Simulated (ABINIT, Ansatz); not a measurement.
# How the form of the self-energy moves the gap of SrTiO3 (Tausonite)

Wanted: the gap of SrTiO3 (Tausonite) under several approximations, with cost.

Program: ABINIT 10.8.3. Level of theory: PBE and many-body steps on it, plane waves. Results are calculated unless marked as measured.

**What was measured.**

- Gap 3.77 eV: direct gap (M0 critical point); spectroscopic ellipsometry, second-derivative fit; 300 K; bulk crystal (commercial single crystal) (“Optical probe of ferroelectric order in bulk and thin film perovskite titanates”, 2013, arxiv:1309.1245).

### Step 1. The starting structure

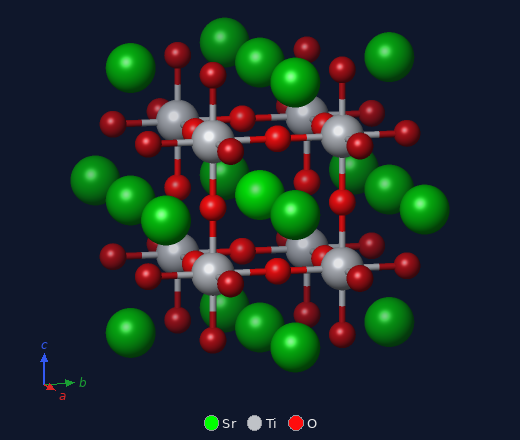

Start, viewed slightly off an axis; strontium green, titanium light grey, oxygen red. Some periodic images of atoms are drawn too.

The cell and positions come from the Crystallography Open Database and are kept as given unless a step says otherwise.

### Step 2. Empty states on the mesh, 4×4×4 mesh, 562 bands

This step: ABINIT 10.8.3; DFT, PBE, plane waves, norm-conserving pseudopotentials.

The sums over transitions need many empty states on a uniform mesh; this step solves for them.

run.abi reads:

```
acell 3*1.0 Angstrom
rprim 
  3.905280000000 0.000000000000 0.000000000000
  0.000000000000 3.905280000000 0.000000000000
  0.000000000000 0.000000000000 3.905280000000
ntypat 3
znucl 38 22 8
natom 5
typat 1 2 3 3 3
xred 
  0.500000000000 0.500000000000 0.500000000000
  0.000000000000 0.000000000000 0.000000000000
  0.500000000000 0.000000000000 0.000000000000
  0.000000000000 0.500000000000 0.000000000000
  0.000000000000 0.000000000000 0.500000000000
pp_dirpath "pseudos"
pseudos "Sr.upf, Ti.upf, O.upf"
ecut 38
ngkpt 4 4 4
nshiftk 1
shiftk 0 0 0
kptopt 1
chksymbreak 0
irdden 1
istwfk *1
nband 562
prtvol 0
optdriver 6
gwr_task "HDIAGO"
paral_kgb 0
occopt 1
indata_prefix "in"
outdata_prefix "out"
tmpdata_prefix "tmp"
```

Run with:

```bash
$ OMP_NUM_THREADS=1 mpirun -n 4 abinit run.abi > log
```

The program printed:

```text
.Version 10.8.3 of ABINIT. v10.8.2 released Aug 2026.

 Symmetries : space group Pm -3 m (#221); Bravais cP (primitive cubic)
[... echo of the input left out ...]
== DATASET  1 ==================================================================
-   mpi_nproc: 4, omp_nthreads: 1 (-1 if OMP is not activated)

--- !DatasetInfo
iteration_state: {dtset: 1, }
dimensions: {natom: 5, nkpt: 10, mband: 562, nsppol: 1, nspinor: 1, nspden: 1, mpw: 4632, }
cutoff_energies: {ecut:  38.0, pawecutdg:  -1.0, }
[...]
Indirect band gap semiconductor
 Fundamental gap:     1.908 (eV)
   VBM:     6.925 (eV) at k: [ 5.0000E-01,  5.0000E-01,  5.0000E-01]
   CBM:     8.833 (eV) at k: [ 0.0000E+00,  0.0000E+00,  0.0000E+00]
 Direct gap:         2.263 (eV) at k: [ 0.0000E+00,  0.0000E+00,  0.0000E+00]

== END DATASET(S) ==============================================================
================================================================================

 -outvars: echo values of variables after computation  --------
           etotal      0.0000000000E+00
            nband         562
             nkpt          10
          spgroup         221
 [... the other variables as echoed above ...]

 Calculation completed.
```

Elapsed: 3.6 min, on 4 MPI ranks of Arm Neoverse V2, shared host; peak memory 4.7 GiB.

This step gave:

- gap: 1.908 eV
- k of the valence top: 0.5, 0.5, 0.5
- k of the conduction bottom: 0, 0, 0
- least direct gap: 2.263 eV
- k points computed: 10
- lowest point of the top converged band, above the valence top: 233.8938 eV

On this mesh the gap is 1.908 eV.

The density comes from a self-consistent run that is not shown.

### Step 3. Screening, 4×4×4 mesh, 238 bands, screening to 212.2 eV

The RPA dielectric matrix is built and inverted for each q.

This step: RPA screening on PBE, plane waves, norm-conserving pseudopotentials.

run.abi, as its differences from that of step 2:

```diff
@@ -23,10 +23,11 @@
 chksymbreak 0
-irdden 1
 istwfk *1
-nband 562
-prtvol 0
-optdriver 6
-gwr_task "HDIAGO"
-paral_kgb 0
 occopt 1
+irdwfk 1
+optdriver 3
+nband 238
+ecuteps 7.8
+inclvkb 2
+awtr 1
+symchi 1
 indata_prefix "in"
```

The program printed:

```text
.Version 10.8.3 of ABINIT. v10.8.2 released Aug 2026.

 Symmetries : space group Pm -3 m (#221); Bravais cP (primitive cubic)
[... echo of the input left out ...]
== DATASET  1 ==================================================================
-   mpi_nproc: 4, omp_nthreads: 1 (-1 if OMP is not activated)

--- !DatasetInfo
iteration_state: {dtset: 1, }
dimensions: {natom: 5, nkpt: 10, mband: 238, nsppol: 1, nspinor: 1, nspden: 1, mpw: 4632, }
cutoff_energies: {ecut:  38.0, pawecutdg:  -1.0, }
electrons: {nelect:   4.00000000E+01, charge:   0.00000000E+00, occopt:   1.00000000E+00, tsmear:   1.00000000E-02, }

 SCREENING: Calculation of the susceptibility and dielectric matrices

 Based on a program developped by R.W. Godby, V. Olevano, G. Onida, and L. Reining.
 Incorporated in ABINIT by V. Olevano, G.-M. Rignanese, and M. Torrent.
.Using double precision arithmetic ; gwpc =  8

[... cell and pseudopotentials left out ...]
--------------------------------------------------------------------------------

 ==== K-mesh for the wavefunctions ====
 Number of points in the irreducible wedge :    10
[... list of points left out ...]
 Together with 48 symmetry operations and time-reversal symmetry
 yields    64 points in the full Brillouin Zone.

 ==== Q-mesh for the screening function ====
 Number of points in the irreducible wedge :    10
[... list of points left out ...]
 Together with 48 symmetry operations and time-reversal symmetry
 yields    64 points in the full Brillouin Zone.

 setmesh: FFT mesh size selected  =    30x   30x   30
          total number of points  =        27000

 vcoul_init : cutoff-mode = AUXILIARY_FUNCTION
 q-points for optical limit:   1
     1)      0.000010    0.000020    0.000030

- screening: taking advantage of time-reversal symmetry
- Maximum band index for partially occupied states nbvw = 20
- Remaining bands to be divided among processors   nbcw = 218
- Number of bands treated by each node ~54

 Number of electrons calculated from density =   40.0000; Expected =   40.0000
 average of density, n =  0.099519
 r_s =    1.3387
 omega_plasma =   30.4305 [eV]

 calculating chi0 at frequencies [eV] :
  1    0.000000E+00    0.000000E+00
  2    0.000000E+00    3.043050E+01

--------------------------------------------------------------------------------
  q-point number  1        q = ( 0.000000, 0.000000, 0.000000) [r.l.u.]
--------------------------------------------------------------------------------
[... chi0 elements left out ...]
 For q-point:  0.000010 0.000020 0.000030
  dielectric constant =   6.3893
  dielectric constant without local fields =   6.7766

  Average fulfillment of the sum rule on Im[epsilon] for q-point    1 :     78.78  [%]
[... wings left out ...]
  q-point number  2        q = ( 0.250000, 0.000000, 0.000000) [r.l.u.]
--------------------------------------------------------------------------------
[... chi0 elements left out ...]
  Average fulfillment of the sum rule on Im[epsilon] for q-point    2 :     85.50  [%]

 [... 8 further q-points ...]
```

The job ended after 4.2 min (4 MPI ranks; peak memory 1.9 GiB).

This step gave:

* ε∞ with local fields, on this mesh, along the program's q direction: 6.389
* the same without local fields: 6.777
* plasma frequency: 30.43 eV
* plane waves in the screening matrix: 437

Local fields lower ε∞ by 6 %. On a Γ-centred mesh this coarse the value itself is usually too large, while a short band sum pulls it down.

### Step 4. G0W0, Godby-Needs plasmon pole

The self-energy is evaluated for the states that the input lists, and the levels follow from it, in one-shot runs by the linearised quasiparticle equation.

This step: G0W0 on PBE, plane waves, norm-conserving pseudopotentials.

run.abi, as its differences from that of step 3:

```diff
@@ -26,8 +26,17 @@
 irdwfk 1
-optdriver 3
+optdriver 4
 nband 238
+gwcalctyp 0
+ecutsigx 38
+symsigma 1
+nkptgw 2
+kptgw 
+  0.5000000000 0.5000000000 0.5000000000
+  0.0000000000 0.0000000000 0.0000000000
+bdgw 
+  18 23
+  18 23
 ecuteps 7.8
-inclvkb 2
-awtr 1
-symchi 1
+irdscr 1
+ppmodel 1
 indata_prefix "in"
```

The program printed:

```text
.Version 10.8.3 of ABINIT. v10.8.2 released Aug 2026.

 Symmetries : space group Pm -3 m (#221); Bravais cP (primitive cubic)
[... echo of the input left out ...]
== DATASET  1 ==================================================================
-   mpi_nproc: 4, omp_nthreads: 1 (-1 if OMP is not activated)

--- !DatasetInfo
iteration_state: {dtset: 1, }
dimensions: {natom: 5, nkpt: 10, mband: 238, nsppol: 1, nspinor: 1, nspden: 1, mpw: 4632, }
cutoff_energies: {ecut:  38.0, pawecutdg:  -1.0, }
electrons: {nelect:   4.00000000E+01, charge:   0.00000000E+00, occopt:   1.00000000E+00, tsmear:   1.00000000E-02, }

 SIGMA: Calculation of the GW corrections

 Based on a program developped by R.W. Godby, V. Olevano, G. Onida, and L. Reining.
 Incorporated in ABINIT by V. Olevano, G.-M. Rignanese, and M. Torrent.
.Using double precision arithmetic ; gwpc =  8

[... cell and pseudopotentials left out ...]
--------------------------------------------------------------------------------

 ==== K-mesh for the wavefunctions ====
 Number of points in the irreducible wedge :    10
[... list of points left out ...]
 Together with 48 symmetry operations and time-reversal symmetry
 yields    64 points in the full Brillouin Zone.

 ==== Q-mesh for screening function ====
 Number of points in the irreducible wedge :    10
[... list of points left out ...]
 Together with 48 symmetry operations and time-reversal symmetry
 yields    64 points in the full Brillouin Zone.

 vcoul_init : cutoff-mode = AUXILIARY_FUNCTION
 q-points for optical limit:   1
     1)      0.000010    0.000020    0.000030
 setmesh: FFT mesh size selected  =    45x   45x   45
          total number of points  =        91125

 Number of electrons calculated from density =   40.0000; Expected =   40.0000
 average of density, n =  0.099519
 r_s =    1.3387
 omega_plasma =   30.4305 [eV]

 === KS Band Gaps ===
  >>>> For spin  1
   Minimum direct gap =   2.2628 [eV], located at k-point      :   0.0000  0.0000  0.0000
   Fundamental gap    =   1.9077 [eV], Top of valence bands at :   0.5000  0.5000  0.5000
                                       Bottom of conduction at :   0.0000  0.0000  0.0000
 SIGMA fundamental parameters:
 PLASMON POLE MODEL  1
 number of plane-waves for SigmaX                 4457
 number of plane-waves for SigmaC and W            437
 number of plane-waves for wavefunctions          4457
 number of bands                                   238
 number of independent spin polarizations            1
 number of spinorial components                      1
 number of k-points in IBZ                          10
 number of q-points in IBZ                          10
 number of symmetry operations                      48
 number of k-points in BZ                           64
 number of q-points in BZ                           64
 number of frequencies for dSigma/dE                 9
 frequency step for dSigma/dE [eV]                0.25
 number of omega for Sigma on real axis              0
 max omega for Sigma on real axis  [eV]           0.00
 zcut for avoiding poles [eV]                     0.10

 EPSILON^-1 parameters (SCR file):
 dimension of the eps^-1 matrix on file            437
 dimension of the eps^-1 matrix used               437
 number of plane-waves for wavefunctions          4457
 number of bands                                   238
 number of q-points in IBZ                          10
 number of frequencies                               2
 number of real frequencies                          1
 number of imag frequencies                          1

 matrix elements of self-energy operator (all in [eV])

 Perturbative Calculation

--- !SelfEnergy_ee
iteration_state: {dtset: 1, }
kpoint     : [   0.500,    0.500,    0.500, ]
spin       : 1
KS_gap     :    4.517
QP_gap     :    6.373
Delta_QP_KS:    1.856
data: !SigmaeeData |
     Band     E0 <VxcDFT>   SigX SigC(E0)      Z dSigC/dE  Sig(E)    E-E0       E
       18   6.925 -20.195 -25.189   4.661   0.766  -0.306 -20.450  -0.255   6.670
       19   6.925 -20.195 -25.189   4.661   0.766  -0.306 -20.450  -0.255   6.670
       20   6.925 -20.195 -25.189   4.661   0.766  -0.306 -20.450  -0.255   6.670
       21  11.442 -21.983 -12.959  -6.859   0.739  -0.353 -20.382   1.601  13.043
       22  11.442 -21.983 -12.959  -6.859   0.739  -0.353 -20.382   1.601  13.043
       23  11.442 -21.983 -12.959  -6.859   0.739  -0.353 -20.382   1.601  13.043

--- !SelfEnergy_ee
iteration_state: {dtset: 1, }
kpoint     : [   0.000,    0.000,    0.000, ]
spin       : 1
KS_gap     :    2.263
QP_gap     :    3.854
Delta_QP_KS:    1.591
data: !SigmaeeData |
     Band     E0 <VxcDFT>   SigX SigC(E0)      Z dSigC/dE  Sig(E)    E-E0       E
[...]
21   8.833 -18.883 -11.450  -5.747   0.780  -0.282 -17.568   1.315  10.148
       22   8.833 -18.883 -11.450  -5.747   0.780  -0.282 -17.568   1.315  10.148
       23   8.833 -18.883 -11.450  -5.747   0.780  -0.282 -17.568   1.315  10.148

== END DATASET(S) ==============================================================
================================================================================

 -outvars: echo values of variables after computation  --------
           etotal      0.0000000000E+00
            nband         238
             nkpt          10
          spgroup         221
 [... the other variables as echoed above ...]

 Calculation completed.
```

Wall time 56 s (4 MPI ranks); peak memory 2 GiB.

This step gave:

```yaml
g0w0_gap_on_the_points_computed: 3.478 eV
starting_gap_on_the_mesh: 1.908 eV
k_of_the_valence_top: 0.5, 0.5, 0.5
k_of_the_conduction_bottom: 0, 0, 0
z_at_the_valence_top: 0.766
z_at_the_conduction_bottom: 0.78
least_direct_g0w0_gap_on_the_computed_points: 3.854 eV
```

The gap on the mesh goes from 1.91 eV to 3.48 eV, a correction of +1.57 eV.

### Step 5. G0W0, von der Linden-Horsch plasmon pole

run.abi, as its differences from that of step 4:

```diff
@@ -40,3 +40,3 @@
 irdscr 1
-ppmodel 1
+ppmodel 3
 indata_prefix "in"
```

The program printed:

```text
.Version 10.8.3 of ABINIT. v10.8.2 released Aug 2026.

 Symmetries : space group Pm -3 m (#221); Bravais cP (primitive cubic)
[... echo of the input left out ...]
== DATASET  1 ==================================================================
-   mpi_nproc: 4, omp_nthreads: 1 (-1 if OMP is not activated)

--- !DatasetInfo
iteration_state: {dtset: 1, }
dimensions: {natom: 5, nkpt: 10, mband: 238, nsppol: 1, nspinor: 1, nspden: 1, mpw: 4632, }
cutoff_energies: {ecut:  38.0, pawecutdg:  -1.0, }
electrons: {nelect:   4.00000000E+01, charge:   0.00000000E+00, occopt:   1.00000000E+00, tsmear:   1.00000000E-02, }

 SIGMA: Calculation of the GW corrections

 Based on a program developped by R.W. Godby, V. Olevano, G. Onida, and L. Reining.
 Incorporated in ABINIT by V. Olevano, G.-M. Rignanese, and M. Torrent.
.Using double precision arithmetic ; gwpc =  8

[... cell and pseudopotentials left out ...]
--------------------------------------------------------------------------------

 ==== K-mesh for the wavefunctions ====
 Number of points in the irreducible wedge :    10
[... list of points left out ...]
 Together with 48 symmetry operations and time-reversal symmetry
 yields    64 points in the full Brillouin Zone.

 ==== Q-mesh for screening function ====
 Number of points in the irreducible wedge :    10
[... list of points left out ...]
 Together with 48 symmetry operations and time-reversal symmetry
 yields    64 points in the full Brillouin Zone.

 vcoul_init : cutoff-mode = AUXILIARY_FUNCTION
 q-points for optical limit:   1
     1)      0.000010    0.000020    0.000030
 setmesh: FFT mesh size selected  =    45x   45x   45
          total number of points  =        91125

 Number of electrons calculated from density =   40.0000; Expected =   40.0000
[...]
number of omega for Sigma on real axis              0
 max omega for Sigma on real axis  [eV]           0.00
 zcut for avoiding poles [eV]                     0.10

 EPSILON^-1 parameters (SCR file):
 dimension of the eps^-1 matrix on file            437
 dimension of the eps^-1 matrix used               437
 number of plane-waves for wavefunctions          4457
 number of bands                                   238
 number of q-points in IBZ                          10
 number of frequencies                               2
 number of real frequencies                          1
 number of imag frequencies                          1

 matrix elements of self-energy operator (all in [eV])

 Perturbative Calculation

--- !SelfEnergy_ee
iteration_state: {dtset: 1, }
kpoint     : [   0.500,    0.500,    0.500, ]
spin       : 1
KS_gap     :    4.517
QP_gap     :    6.860
Delta_QP_KS:    2.344
data: !SigmaeeData |
     Band     E0 <VxcDFT>   SigX SigC(E0)      Z dSigC/dE  Sig(E)    E-E0       E
       18   6.925 -20.195 -25.189   4.266   0.836  -0.196 -20.803  -0.608   6.317
       19   6.925 -20.195 -25.189   4.266   0.836  -0.196 -20.803  -0.608   6.317
       20   6.925 -20.195 -25.189   4.266   0.836  -0.196 -20.803  -0.608   6.317
[...]
--- !SelfEnergy_ee
iteration_state: {dtset: 1, }
kpoint     : [   0.000,    0.000,    0.000, ]
spin       : 1
KS_gap     :    2.263
QP_gap     :    4.012
Delta_QP_KS:    1.749
data: !SigmaeeData |
     Band     E0 <VxcDFT>   SigX SigC(E0)      Z dSigC/dE  Sig(E)    E-E0       E
[...]
22   8.833 -18.883 -11.450  -6.105   0.846  -0.182 -17.760   1.123   9.956
       23   8.833 -18.883 -11.450  -6.105   0.846  -0.182 -17.760   1.123   9.956

== END DATASET(S) ==============================================================
================================================================================

 -outvars: echo values of variables after computation  --------
           etotal      0.0000000000E+00
            nband         238
             nkpt          10
          spgroup         221
 [... the other variables as echoed above ...]

 Calculation completed.
```

Elapsed: 24 s, on 4 MPI ranks; peak memory 1.8 GiB; 97 s of CPU time.

Numbers from this step:

| Item | Value |
| --- | --- |
| G0W0 gap on the points computed | 3.639 eV |
| starting gap on the mesh | 1.908 eV |
| k of the valence top | 0.5, 0.5, 0.5 |
| k of the conduction bottom | 0, 0, 0 |
| Z at the valence top | 0.836 |
| Z at the conduction bottom | 0.846 |
| least direct G0W0 gap on the computed points | 4.012 eV |

Against G0W0 in ABINIT (4×4×4 mesh, 238 bands, screening to 212.2 eV, Godby-Needs plasmon pole), the gap moves by +0.161 eV.

### Step 6. G0W0, Engel-Farid plasmon pole

run.abi, as its differences from that of step 5:

```diff
@@ -40,3 +40,3 @@
 irdscr 1
-ppmodel 3
+ppmodel 4
 indata_prefix "in"
```

The program printed:

```text
.Version 10.8.3 of ABINIT. v10.8.2 released Aug 2026.

 Symmetries : space group Pm -3 m (#221); Bravais cP (primitive cubic)
[... echo of the input left out ...]
== DATASET  1 ==================================================================
-   mpi_nproc: 4, omp_nthreads: 1 (-1 if OMP is not activated)

--- !DatasetInfo
iteration_state: {dtset: 1, }
dimensions: {natom: 5, nkpt: 10, mband: 238, nsppol: 1, nspinor: 1, nspden: 1, mpw: 4632, }
cutoff_energies: {ecut:  38.0, pawecutdg:  -1.0, }
[...]
Band     E0 <VxcDFT>   SigX SigC(E0)      Z dSigC/dE  Sig(E)    E-E0       E
[...]
22   8.833 -18.883 -11.450  -5.916   0.803  -0.245 -17.664   1.219  10.052
       23   8.833 -18.883 -11.450  -5.916   0.803  -0.245 -17.664   1.219  10.052

== END DATASET(S) ==============================================================
================================================================================

 -outvars: echo values of variables after computation  --------
           etotal      0.0000000000E+00
            nband         238
             nkpt          10
          spgroup         221
 [... the other variables as echoed above ...]

 Calculation completed.
```

It took 25 s on 4 MPI ranks; peak memory 1.8 GiB; 100 s of CPU time.

This step gave:

```yaml
g0w0_gap_on_the_points_computed: 3.613 eV
starting_gap_on_the_mesh: 1.908 eV
k_of_the_valence_top: 0.5, 0.5, 0.5
k_of_the_conduction_bottom: 0, 0, 0
least_direct_g0w0_gap_on_the_computed_points: 4 eV
```

Against G0W0 in ABINIT (4×4×4 mesh, 238 bands, screening to 212.2 eV, Godby-Needs plasmon pole), the gap moves by +0.135 eV.

[end of part 1 of 2]

[Paths, hosts, dates, memory and timing lines, banners, echoed tables and standing remarks are left out of the program output.]

[Logs are printed without paths, hosts, clocks, repeated set-up lines and the standing remarks that a program may print on its own settings, such as how far it seeks lower states.]

[Runs of the session that timed out or met a known fault of the program may be left out.]

[Hosts, paths, dates, database ids (printed as entryN), source tags and the programs' standing remarks are cut or masked in the printed files.]

[G0W0 gaps are taken among the corrected bands and points alone; a level outside them can change the order at an edge.]

[Where Ansatz stands beside ABINIT at settings called matched, ABINIT's density can come from a denser mesh and the files from another edition; pairs whose starting gaps differed by over 0.03 eV were left out, so agreement reads better than it is.]
